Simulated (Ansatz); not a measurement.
# AlAs2: one candidate structure

Where does AlAs2 go from the start given, VAu2 type (Cmcm, No. 63)?

Program: Ansatz 0.2.0. Level of theory: DFT PBE, scalar-relativistic, plane waves, PAW. These are calculated values, not measurements.

### Step 1. Starting point

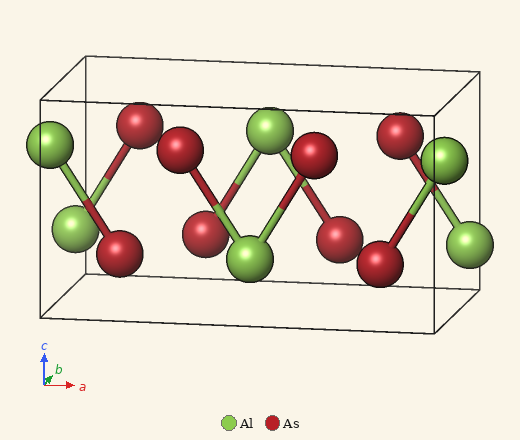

The starting structure, seen slightly off an axis (aluminium green, arsenic red). The cell drawn here is the conventional one.

As a file:

```
CELL_PARAMETERS angstrom
4.46828 -2.53389 0.00000
4.46828 2.53389 0.00000
0.00000 0.00000 4.93503
ATOMIC_POSITIONS crystal
Al 0.78000 0.22000 0.75000
Al 0.22000 0.78000 0.25000
As 0.89000 0.45000 0.25000
As 0.55000 0.11000 0.25000
As 0.45000 0.89000 0.75000
As 0.11000 0.55000 0.75000
```

This is candidate A: VAu2 type (Cmcm, No. 63).

### Step 2. Quick check of gap, pressure and forces (candidate A)

input.yaml

```yaml
crystal:
  lattice:
    - [4.4682839866, -2.5338889384, 0.0]
    - [4.4682839866, 2.5338889384, 0.0]
    - [0.0, 0.0, 4.9350252755]
  atoms:
    - { symbol: Al, position: [0.78, 0.22, 0.75] }
    - { symbol: Al, position: [0.22, 0.78, 0.25] }
    - { symbol: As, position: [0.89, 0.45, 0.25] }
    - { symbol: As, position: [0.55, 0.11, 0.25] }
    - { symbol: As, position: [0.45, 0.89, 0.75] }
    - { symbol: As, position: [0.11, 0.55, 0.75] }
basis:
  ecutwfc: 420
kpoints:
  mp_grid: { grid: [4, 4, 4] }
hamiltonian:
  xc: pbe
scf:
  occupations: { method: gaussian, width: 0.1 }
  lower_state_search: "off"
output:
  forces: true
  stress: true
  eigenvalues: true
```

Run with:

```
$ ansatz run input.yaml --threads 1 --pin off --max-ram 2560MiB --backend cpu --events-out ev --progress --plain --runs-dir out
```

Output, cut to the lines that bear on the results:

```text
Warning: RAYON_NUM_THREADS=1 ignored (pool sized by the plan → 1); use --threads N
[...]
Pseudopotentials: kind: paw
Pseudopotential: Al, paw, valence charge 3, recommended cutoff 420 eV (normal), Al.paw.azcp
Pseudopotential: As, paw, valence charge 15, recommended cutoff 420 eV (normal), As.paw.azcp
Functional definition: PBE
[...]
Crystal: 6 atoms, lattice volume = 111.750 Å³
Basis set: ecut = 420 eV, 2167 PW (Γ), exchange–correlation on 72×72×72 points (8 copies of the dense FFT grid, shifted against one another)
Bands: 40, of which v1, the nominal top of the filled ones, is band 33 counted from 1 (32 counted from 0)
Symmetry: 8 space group operations
Space group: Cmcm (ITA 63), of the structure as read, at distance tolerance 4.8e-5 Å
k-points: 21 of 64
[...]
SCF iter   1: F=—  HF=-20497.938075 eV  |F-HF|=—  |Δ(HF+E_count)|=         —  Δρ=2.26e-3  dr2=9.30e-3  ethr=1.77e-3  ⟨swp⟩=5.8  Hψ=3205  notcnv=0
[...]
SCF iter   6: F=-20497.935327 eV  HF=-20497.935327 eV  |F-HF|=2.34e-9  |Δ(HF+E_count)|=   2.28e-7  Δρ=3.74e-6  dr2=1.29e-8  ethr=1.52e-10  ⟨swp⟩=7.8  Hψ=3767  notcnv=0
[...]
SCF converged after 6 iterations
Free energy (F): -20497.935327 eV
[...]
E sigma→0 (E₀):  -20497.931644 eV
Entropy (-TS):   -0.007365 eV (-1.228 meV/atom)
Fermi energy:    10.865266 eV
[...]
--- Forces (eV/Å), atoms counted from 1 ---
  atom   1  Al     0.00000000    -0.12076346     0.00000000
  atom   2  Al     0.00000000     0.12076346     0.00000000
  atom   3  As    -0.76083040    -0.18664676     0.00000000
  atom   4  As     0.76083040    -0.18664676     0.00000000
  atom   5  As    -0.76083040     0.18664676     0.00000000
  atom   6  As     0.76083040     0.18664676     0.00000000
[...]
--- Stress (GPa, compression-positive) ---
       -1.267932       0.000000       0.000000
        0.000000       0.281876       0.000000
        0.000000       0.000000      -3.280565
  P = ⅓ Tr σ = -1.4222 GPa (-14.222 kbar)
--- Band table (eV; the first three rows and the last of 21) ---
[...]
```

It took 5.1 s on 1 thread of Intel Xeon Platinum 8259CL at 2.50GHz (Skylake/Cascade Lake), shared host; peak memory 0.44 GiB.

Read-out: pressure -1.4 GPa, largest force 0.78 eV/Å, gap on this mesh none (metal). With stress or forces this large, a rough relaxation on a coarse mesh goes ahead of the careful one.

### Step 3. Rough relaxation on the coarse mesh (candidate A)

input.yaml: that of step 2 with these lines changed.

```diff
@@ -25 +25,6 @@
   eigenvalues: true
+relax:
+  adjacent_minimum: "off"
+  f_tol: 0.04
+  max_steps: 70
+  cell: { stress_tol: 0.4 }
```

Run with:

```
$ ansatz run input.yaml --threads 1 --pin off --max-ram 2560MiB --backend cpu --events-out ev --progress --plain --runs-dir out
```

Output:

```text
Warning: RAYON_NUM_THREADS=1 ignored (pool sized by the plan → 1); use --threads N
Engine: ansatz 0.2.0, x86_64-unknown-linux-gnu
[... 4 set-up lines as earlier in the session ...]
  parameter kappa = 0.804
  parameter beta = 0.06672455060314922
  exchange = pbe_x(kappa = kappa, mu = beta*pi^2/3)
  correlation = pbe_c(beta = beta)
Crystal: 6 atoms, lattice volume = 111.750 Å³
Basis set: ecut = 420 eV, 2167 PW (Γ), exchange–correlation on 72×72×72 points (8 copies of the dense FFT grid, shifted against one another)
Bands: 40, of which v1, the nominal top of the filled ones, is band 33 counted from 1 (32 counted from 0)
[... 2 set-up lines as earlier in the session ...]
k-points: 21 of 64
Non-local potential: Al, projectors of the file, l = 0: 2, l = 1: 2, l = 2: 1
Non-local potential: As, projectors of the file, l = 0: 2, l = 1: 2, l = 2: 3, l = 3: 1
PAW form: soft (Blöchl's): semilocal exchange-correlation on the pseudo side does not see the compensation charge
PAW one-centre angular grid: Al, 110 points (default); XC on 64 Gauss nodes
PAW one-centre angular grid: As, 590 points (default); XC on 64 Gauss nodes
Initial density: superposition of atomic densities (neutral atoms: chi_scale 0, normalization atom), corrected by the library's trained network
Initial wavefunctions: pseudopotential atomic-orbital guess
Functional: x = pbe(κ = 0.804, μ = 0.2195149727645171), c = pbe(β = 0.06672455060314922)
SCF iter   1: F=—  HF=-20497.938075 eV  |F-HF|=—  |Δ(HF+E_count)|=         —  Δρ=2.26e-3  dr2=9.30e-3  ethr=1.77e-3  ⟨swp⟩=5.8  Hψ=3205  notcnv=0
preconditioner: auto → Resta (q_TF=auto, 2.499 Å⁻¹)  ε∞=5.9  [insulator: Δε(μ)=0.154 eV  Ē_g=8.085 eV  σ=0.100 eV  W_gap=0.71  n_scr=26 (ndim 8)  ℏωp=17.9 eV  f_vac=0.000  D(μ)=1.44/eV (n_scr^D=8)  ε∞_Penn≈5.9]
SCF iter   2: F=—  HF=-20497.936152 eV  |F-HF|=—  |Δ(HF+E_count)|=   1.92e-3  Δρ=1.36e-3  dr2=3.37e-3  ethr=1.41e-5  ⟨swp⟩=1.0  Hψ=1009  notcnv=0
SCF iter   3: F=—  HF=-20497.935396 eV  |F-HF|=—  |Δ(HF+E_count)|=   7.56e-4  Δρ=2.42e-4  dr2=6.64e-5  ethr=5.10e-6  ⟨swp⟩=2.2  Hψ=1161  notcnv=0
SCF iter   4: F=—  HF=-20497.935297 eV  |F-HF|=—  |Δ(HF+E_count)|=   9.87e-5  Δρ=1.19e-4  dr2=1.37e-5  ethr=1.01e-7  ⟨swp⟩=2.0  Hψ=1497  notcnv=0
SCF iter   5: F=—  HF=-20497.935327 eV  |F-HF|=—  |Δ(HF+E_count)|=   2.99e-5  Δρ=1.96e-5  dr2=4.81e-7  ethr=2.07e-8  ⟨swp⟩=2.7  Hψ=1400  notcnv=0
SCF iter   6: F=-20497.935327 eV  HF=-20497.935327 eV  |F-HF|=2.33e-9  |Δ(HF+E_count)|=   2.28e-7  Δρ=3.74e-6  dr2=1.30e-8  ethr=1.52e-10  ⟨swp⟩=7.8  Hψ=3767  notcnv=0
SCF 1 converged in 6 iterations: F = -20497.935327 eV  dr2 = 1.30e-8
relax step   1: F+E_penalty+E_count = -20497.93532699 eV  Δ(F+E_penalty+E_count) = +0.000e0 eV  max|allowed force component| = 7.608e-1 eV/Å  Δτ_max = 0.0000 Å  P = -1.422 GPa  Ω = 111.750 Å³  (6 SCF iters, dr2 threshold 1.00e-7 eV, accepted)
Crystal: 6 atoms, lattice volume = 107.456 Å³
Basis set: ecut = 420 eV, 2099 PW (Γ), exchange–correlation on 72×72×72 points (8 copies of the dense FFT grid, shifted against one another)
Initial density: handed on by an earlier stage of this run
Initial wavefunctions: those handed on with the density
iter 1 solved again at ethr=7.62e-5 eV; its pass at ethr=3.10e-3 eV (dr2=5.03e-2 eV) is discarded
SCF iter   1: F=—  HF=-20498.308706 eV  |F-HF|=—  |Δ(HF+E_count)|=         —  Δρ=1.00e-2  dr2=5.09e-2  ethr=7.62e-5  ⟨swp⟩=1.1  Hψ=4114  notcnv=0
preconditioner: auto → Kerker (q_TF=auto, 2.515 Å⁻¹)  [metal: Δε(μ)=0.045 eV  Ē_g=8.356 eV  σ=0.100 eV  W_gap=0.24  n_scr=26 (ndim 8)  ℏωp=18.3 eV  f_vac=0.000  D(μ)=4.46/eV (n_scr^D=28)]
SCF iter   2: F=—  HF=-20498.307491 eV  |F-HF|=—  |Δ(HF+E_count)|=   1.22e-3  Δρ=6.01e-3  dr2=2.27e-2  ethr=7.62e-5  ⟨swp⟩=1.0  Hψ=840  notcnv=0
SCF iter   3: F=—  HF=-20498.306815 eV  |F-HF|=—  |Δ(HF+E_count)|=   6.76e-4  Δρ=6.65e-4  dr2=7.51e-4  ethr=3.43e-5  ⟨swp⟩=1.8  Hψ=907  notcnv=0
SCF iter   4: F=—  HF=-20498.306708 eV  |F-HF|=—  |Δ(HF+E_count)|=   1.07e-4  Δρ=1.69e-4  dr2=5.17e-5  ethr=1.14e-6  ⟨swp⟩=2.0  Hψ=1539  notcnv=0
SCF iter   5: F=—  HF=-20498.306638 eV  |F-HF|=—  |Δ(HF+E_count)|=   7.06e-5  Δρ=7.40e-5  dr2=8.03e-6  ethr=7.83e-8  ⟨swp⟩=2.0  Hψ=1539  notcnv=0
SCF iter   6: F=—  HF=-20498.306637 eV  |F-HF|=—  |Δ(HF+E_count)|=   5.40e-7  Δρ=2.14e-5  dr2=6.62e-7  ethr=1.22e-8  ⟨swp⟩=2.0  Hψ=1024  notcnv=0
SCF iter   7: F=-20498.306637 eV  HF=-20498.306637 eV  |F-HF|=1.13e-10  |Δ(HF+E_count)|=   1.45e-8  Δρ=4.02e-6  dr2=1.65e-8  ethr=9.09e-10  ⟨swp⟩=5.2  Hψ=3193  notcnv=0
SCF 2 converged in 7 iterations: F = -20498.306637 eV  dr2 = 1.65e-8
relax step   2: F+E_penalty+E_count = -20498.30663717 eV  Δ(F+E_penalty+E_count) = -3.713e-1 eV  max|allowed force component| = 4.187e-1 eV/Å  Δτ_max = 0.1917 Å  P = +2.727 GPa  Ω = 107.456 Å³  energy of the carried Pulay correction = +8.691e-4 eV  (7 SCF iters, dr2 threshold 6.00e-7 eV, accepted)
Crystal: 6 atoms, lattice volume = 112.853 Å³
Basis set: ecut = 420 eV, 2195 PW (Γ), exchange–correlation on 72×72×72 points (8 copies of the dense FFT grid, shifted against one another)
iter 1 solved again at ethr=9.51e-5 eV; its pass at ethr=3.10e-3 eV (dr2=6.27e-2 eV) is discarded
SCF iter   1: F=—  HF=-20498.794361 eV  |F-HF|=—  |Δ(HF+E_count)|=         —  Δρ=1.06e-2  dr2=6.30e-2  ethr=9.51e-5  ⟨swp⟩=1.3  Hψ=4213  notcnv=0
preconditioner: auto → Kerker (q_TF=auto, 2.495 Å⁻¹)  [metal: Δε(μ)=0.072 eV  Ē_g=8.462 eV  σ=0.100 eV  W_gap=0.39  n_scr=26 (ndim 8)  ℏωp=17.8 eV  f_vac=0.000  D(μ)=1.02/eV (n_scr^D=0)]
SCF iter   2: F=—  HF=-20498.793615 eV  |F-HF|=—  |Δ(HF+E_count)|=   7.47e-4  Δρ=6.26e-3  dr2=2.91e-2  ethr=9.51e-5  ⟨swp⟩=1.0  Hψ=840  notcnv=0
SCF iter   3: F=—  HF=-20498.793810 eV  |F-HF|=—  |Δ(HF+E_count)|=   1.95e-4  Δρ=1.08e-3  dr2=2.48e-3  ethr=4.40e-5  ⟨swp⟩=2.0  Hψ=1489  notcnv=0
SCF iter   4: F=—  HF=-20498.791753 eV  |F-HF|=—  |Δ(HF+E_count)|=   2.06e-3  Δρ=8.57e-4  dr2=7.93e-4  ethr=3.75e-6  ⟨swp⟩=2.0  Hψ=1536  notcnv=0
SCF iter   5: F=—  HF=-20498.791663 eV  |F-HF|=—  |Δ(HF+E_count)|=   9.02e-5  Δρ=1.49e-4  dr2=2.81e-5  ethr=1.20e-6  ⟨swp⟩=2.0  Hψ=1536  notcnv=0
SCF iter   6: F=—  HF=-20498.791588 eV  |F-HF|=—  |Δ(HF+E_count)|=   7.55e-5  Δρ=4.49e-5  dr2=2.07e-6  ethr=4.25e-8  ⟨swp⟩=2.0  Hψ=1536  notcnv=0
SCF iter   7: F=-20498.791588 eV  HF=-20498.791588 eV  |F-HF|=1.23e-7  |Δ(HF+E_count)|=   4.61e-8  Δρ=8.79e-6  dr2=8.42e-8  ethr=9.09e-10  ⟨swp⟩=6.8  Hψ=3927  notcnv=0
SCF 3 converged in 7 iterations: F = -20498.791588 eV  dr2 = 8.42e-8
relax step   3: F+E_penalty+E_count = -20498.79158759 eV  Δ(F+E_penalty+E_count) = -4.850e-1 eV  max|allowed force component| = 4.846e-1 eV/Å  Δτ_max = 0.1816 Å  P = +4.020 GPa  Ω = 112.853 Å³  energy of the carried Pulay correction = -2.179e-4 eV  (7 SCF iters, dr2 threshold 6.00e-7 eV, accepted)
[... 11 lines left out ...]
relax step   4: F+E_penalty+E_count = -20499.05084695 eV  Δ(F+E_penalty+E_count) = -2.593e-1 eV  max|allowed force component| = 3.276e-1 eV/Å  Δτ_max = 0.0231 Å  P = -0.432 GPa  Ω = 117.525 Å³  energy of the carried Pulay correction = -1.118e-3 eV  (6 SCF iters, dr2 threshold 6.00e-7 eV, accepted)
[... 12 lines left out ...]
relax step   5: F+E_penalty+E_count = -20499.11253576 eV  Δ(F+E_penalty+E_count) = -6.169e-2 eV  max|allowed force component| = 6.542e-1 eV/Å  Δτ_max = 0.1099 Å  P = +3.572 GPa  Ω = 119.335 Å³  energy of the carried Pulay correction = -1.456e-3 eV  (7 SCF iters, dr2 threshold 6.00e-7 eV, accepted)
[... 12 lines left out ...]
relax step   6: F+E_penalty+E_count = -20499.18189899 eV  Δ(F+E_penalty+E_count) = -6.936e-2 eV  max|allowed force component| = 9.821e-2 eV/Å  Δτ_max = 0.0484 Å  P = +0.016 GPa  Ω = 123.842 Å³  energy of the carried Pulay correction = -2.278e-3 eV  (7 SCF iters, dr2 threshold 6.00e-7 eV, accepted)
[... 9 lines left out ...]
relax step   7: F+E_penalty+E_count = -20499.18569047 eV  Δ(F+E_penalty+E_count) = -3.791e-3 eV  max|allowed force component| = 3.888e-3 eV/Å  Δτ_max = 0.0188 Å  P = +0.113 GPa  Ω = 124.742 Å³  energy of the carried Pulay correction = -2.438e-3 eV  (4 SCF iters, dr2 threshold 6.00e-7 eV, accepted)
[... 10 lines left out ...]
relax step   8: F+E_penalty+E_count = -20499.20771542 eV  Δ(F+E_penalty+E_count) = -2.202e-2 eV  max|allowed force component| = 3.842e-3 eV/Å  Δτ_max = 0.0000 Å  P = +0.361 GPa  Ω = 124.742 Å³  stress off target by 6.14e-1 GPa  SCF on the basis re-selected at this cell (its energy is not comparable with the rows above)  (5 SCF iters)
[... 10 lines left out ...]
relax step   9: F+E_penalty+E_count = -20499.21267239 eV  Δ(F+E_penalty+E_count) = -4.957e-3 eV  max|allowed force component| = 5.371e-3 eV/Å  Δτ_max = 0.0246 Å  P = -0.031 GPa  Ω = 127.955 Å³  energy of the carried Pulay correction = -6.614e-4 eV  (4 SCF iters, dr2 threshold 6.00e-7 eV, accepted)
iter 1 solved again at ethr=2.96e-8 eV; its pass at ethr=3.10e-3 eV (dr2=1.96e-5 eV) is discarded
SCF iter   1: F=—  HF=-20499.213329 eV  |F-HF|=—  |Δ(HF+E_count)|=         —  Δρ=3.26e-5  dr2=5.43e-7  ethr=2.96e-8  ⟨swp⟩=3.1  Hψ=5176  notcnv=0
preconditioner: auto → Kerker (q_TF=auto, 2.443 Å⁻¹)  [metal: Δε(μ)=0.092 eV  Ē_g=8.251 eV  σ=0.100 eV  W_gap=0.48  n_scr=26 (ndim 8)  ℏωp=16.7 eV  f_vac=0.000  D(μ)=2.77/eV (n_scr^D=20)]
SCF iter   2: F=—  HF=-20499.213338 eV  |F-HF|=—  |Δ(HF+E_count)|=   8.79e-6  Δρ=1.94e-5  dr2=3.52e-7  ethr=8.23e-10  ⟨swp⟩=2.0  Hψ=1553  notcnv=0
SCF iter   3: F=—  HF=-20499.213339 eV  |F-HF|=—  |Δ(HF+E_count)|=   1.82e-6  Δρ=9.79e-6  dr2=1.56e-7  ethr=5.34e-10  ⟨swp⟩=1.0  Hψ=836  notcnv=0
SCF iter   4: F=—  HF=-20499.213340 eV  |F-HF|=—  |Δ(HF+E_count)|=   3.08e-7  Δρ=2.46e-6  dr2=1.09e-8  ethr=2.36e-10  ⟨swp⟩=2.0  Hψ=1070  notcnv=0
SCF iter   5: F=-20499.213340 eV  HF=-20499.213340 eV  |F-HF|=2.91e-11  |Δ(HF+E_count)|=   3.29e-8  Δρ=5.12e-7  dr2=6.10e-10  ethr=5.82e-12  ⟨swp⟩=4.9  Hψ=2810  notcnv=0
SCF 10 converged in 5 iterations: F = -20499.213340 eV  dr2 = 6.10e-10
relax step  10: F+E_penalty+E_count = -20499.21333978 eV  Δ(F+E_penalty+E_count) = -6.674e-4 eV  max|allowed force component| = 5.336e-3 eV/Å  Δτ_max = 0.0000 Å  P = -0.032 GPa  Ω = 127.955 Å³  stress off target by 7.65e-2 GPa  SCF on the basis re-selected at this cell (its energy is not comparable with the rows above)  (5 SCF iters)
basis re-selected at this cell: Δ(F+E_penalty+E_count) = -6.674e-4 eV, ΔP = -0.001 GPa vs the last step (what re-selecting the basis moved, of the pressure what is left beyond the Pulay correction that the steps carried, after the strain that the cell walked since its last selection, with what the two solves' SCF thresholds leave and, on support functions, any second-order correction that the steps lacked; it is no measure of the basis error at this ecutwfc). This SCF's stress stands 7.65e-2 GPa from its target on what of the cell is left free (relax.cell.stress_tol is 4.00e-1 GPa) and its largest allowed force component is 5.34e-3 eV/Å (relax.f_tol is 4.00e-2 eV/Å): within both
SCF converged after 5 iterations
Free energy (F): -20499.213340 eV
Harris-Foulkes:  -20499.213340 eV  (|F-HF|=2.91e-11)
Internal energy: -20499.199494 eV  (E = F + TS)
E sigma→0 (E₀):  -20499.206417 eV
Entropy (-TS):   -0.013846 eV (-2.308 meV/atom)
Fermi energy:    8.573696 eV
--- Per-component energies (eV) ---
  E_band       = -1002.329794
  E_kinetic    = 453.881476
  E_local      = -7689.865815  (includes V_loc(G=0)·N_el)
  E_nonlocal   = -2662.959357
  E_hartree    = 4172.475299
  E_xc         = -395.600842
  E_vxc        = -373.736559  (∫ρ·V_xc dr)
  E_paw        = -8272.364542  (= ΣΔE_a)
  E_vpaw       = 925.399062  (= ΣTr[D̂ρ^β])
  E_aug_tail   = 0.000031  (compensation charges beyond the density's cutoff)
  E_ewald      = -6104.765744
  E_smearing   = -0.013846  (= −TS)
  E_closure    = -0.000000  (closes the sum)
  Σ components = -20499.213340   (vs F -20499.213340, Δ=0.00e0)
--- Forces (eV/Å), atoms counted from 1 ---
  atom   1  Al     0.00000000    -0.00025791     0.00000000
  atom   2  Al    -0.00000000     0.00025791     0.00000000
  atom   3  As     0.00533618     0.00026375     0.00000000
  atom   4  As    -0.00533618     0.00026375     0.00000000
  atom   5  As     0.00533618    -0.00026375     0.00000000
  atom   6  As    -0.00533618    -0.00026375     0.00000000
  max |Σ_I F_I| component: 0.00e0 eV/Å
--- Stress (GPa, compression-positive) ---
        0.036742      -0.000000      -0.000000
       -0.000000      -0.056840      -0.000000
       -0.000000      -0.000000      -0.076483
  P = ⅓ Tr σ = -0.0322 GPa (-0.322 kbar)
--- Band table (eV; the first three rows and the last of 21) ---
  k-point 0: bands = ["-27.1506", "-27.1474", "-27.0947", "-27.0909", "-27.0901", "-27.0882", "-27.0521", "-27.0517", "-27.0511", "-27.0495", "-27.0369", "-27.0352", "-27.0348", "-27.0329", "-27.0325", "-27.0304", "-27.0301", "-27.0276", "-27.0243", "-27.0203", "-5.2701", "-2.8146", "-1.1116", "0.4153", "3.0246", "3.3833", "3.4081", "5.5457", "6.0593", "6.6930", "7.1833", "7.2405", "7.2951", "8.5389", "9.6839", "9.7253", "9.7475", "10.8179", "12.1125", "12.1845"]
  k-point 1: bands = ["-27.1501", "-27.1479", "-27.0942", "-27.0915", "-27.0898", "-27.0885", "-27.0521", "-27.0518", "-27.0508", "-27.0497", "-27.0362", "-27.0346", "-27.0334", "-27.0333", "-27.0324", "-27.0302", "-27.0290", "-27.0282", "-27.0258", "-27.0218", "-4.9872", "-3.2734", "-0.8991", "0.1953", "2.9434", "3.7201", "3.7259", "5.3474", "5.7652", "6.2084", "6.4008", "6.6962", "7.3496", "8.1398", "8.7886", "11.0750", "11.3583", "12.4470", "13.0789", "13.3104"]
  k-point 2: bands = ["-27.1490", "-27.1490", "-27.0929", "-27.0929", "-27.0892", "-27.0892", "-27.0519", "-27.0519", "-27.0503", "-27.0503", "-27.0348", "-27.0348", "-27.0332", "-27.0332", "-27.0295", "-27.0295", "-27.0294", "-27.0294", "-27.0254", "-27.0254", "-4.2163", "-4.2163", "-0.3600", "-0.3600", "3.6667", "3.6667", "4.6066", "4.6066", "4.7236", "4.7236", "6.8807", "6.8807", "7.3827", "7.3827", "10.5833", "10.5833", "12.9708", "12.9708", "14.3010", "14.3010"]
  k-point 20: bands = ["-27.1491", "-27.1491", "-27.0926", "-27.0926", "-27.0909", "-27.0909", "-27.0523", "-27.0523", "-27.0485", "-27.0485", "-27.0346", "-27.0346", "-27.0336", "-27.0336", "-27.0298", "-27.0298", "-27.0291", "-27.0291", "-27.0251", "-27.0251", "-3.9901", "-3.9901", "-1.1528", "-1.1528", "3.4286", "3.4286", "4.3978", "4.3978", "6.6521", "6.6521", "7.4509", "7.4509", "8.4647", "8.4647", "10.4042", "10.4042", "10.8774", "10.8774", "13.5585", "13.5585"]
--- Relaxed structure (8 steps of the walk, 8 accepted, 2 SCFs on fresh bases) ---
  F+E_penalty+E_count = -20499.21333978 eV   max|allowed force component| = 5.336e-3 eV/Å   (the final SCF, on the basis selected at the relaxed cell)
  cell:  # Å, volume = 127.9551 Å³
    - [5.299053074705453, -2.450241084589207, 0.0]
    - [5.299053074705453, 2.450241084589207, 0.0]
    - [0.0, 0.0, 4.9274296157093795]
  atoms:
    - { symbol: Al, position: [0.7499444502884631, 0.2500555497115368, 0.75] }
    - { symbol: Al, position: [0.2500555497115368, 0.7499444502884631, 0.25] }
    - { symbol: As, position: [0.8662582221354815, 0.3661690835073497, 0.25] }
    - { symbol: As, position: [0.6338309164926502, 0.13374177786451846, 0.25] }
    - { symbol: As, position: [0.3661690835073497, 0.8662582221354815, 0.75] }
    - { symbol: As, position: [0.13374177786451846, 0.6338309164926502, 0.75] }
```

Wall time 56 s (1 thread of Intel Xeon Platinum 8259CL at 2.50GHz (Skylake/Cascade Lake), shared host); peak memory 0.5 GiB.

Step by step:

```
step  E - E(step 1) (eV/cell)  largest force component (eV/Å)  pressure (GPa)  volume (Å³)
   1                   0.0000                          0.7608           -1.42       111.75
   2                  -0.3713                          0.4187            2.73       107.46
   3                  -0.8563                          0.4846            4.02       112.85
   4                  -1.1155                          0.3276           -0.43       117.53
   5                  -1.1772                          0.6542            3.57       119.34
   6                  -1.2466                          0.0982            0.02       123.84
   7                  -1.2504                          0.0039            0.11       124.74
   8                  -1.2724                          0.0038            0.36       124.74
   9                  -1.2773                          0.0054           -0.03       127.96
  10                  -1.2780                          0.0053           -0.03       127.96
```

Step 1 is the start. Steps 8, 10 each repeat the geometry before them on a plane-wave basis chosen anew, so the energy can jump there without any move.

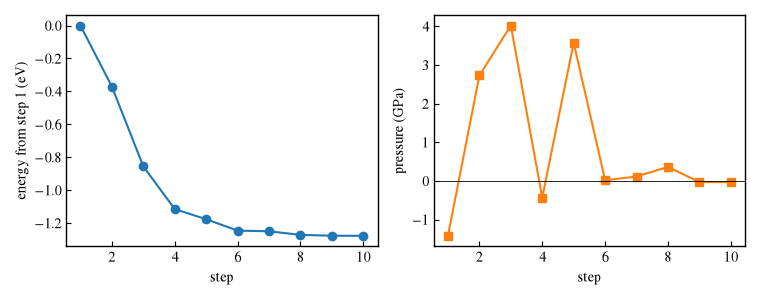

Energy and pressure along the relaxation.

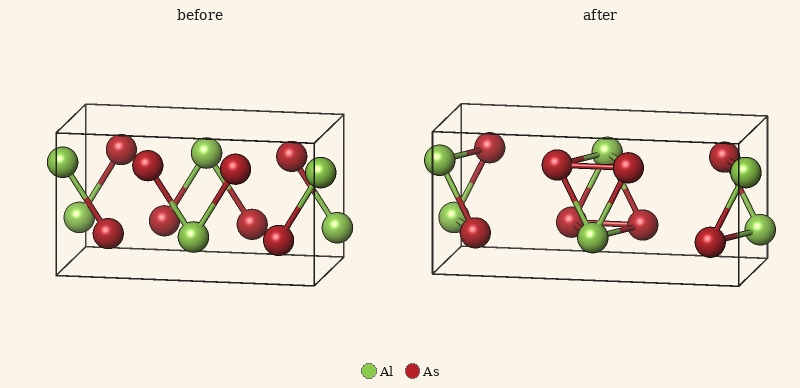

The structure before (left) and after (right) the relaxation, drawn at the same scale.

Lengths and angles in the start's conventional setting:

|  | before | after | change |
| --- | --- | --- | --- |
| a (Å) | 8.937 | 10.598 | +18.6 % |
| b (Å) | 5.068 | 4.900 | -3.3 % |
| c (Å) | 4.935 | 4.927 | -0.2 % |
| volume (Å³/atom) | 18.63 | 21.33 | +14.5 % |
| shortest distance (Å) | 2.868 | 2.463 | -14.1 % |
| space group (0.01 Å) | Cmcm | Fmmm | changed |

The end holds layers, chains or molecules that no bond joins, and this functional has no dispersion term, so the space between them comes out too large.

Forces and stress were held to the start's 8 operations: a distortion of lower symmetry was not tested.

(Part 1 of 2 ends here.)
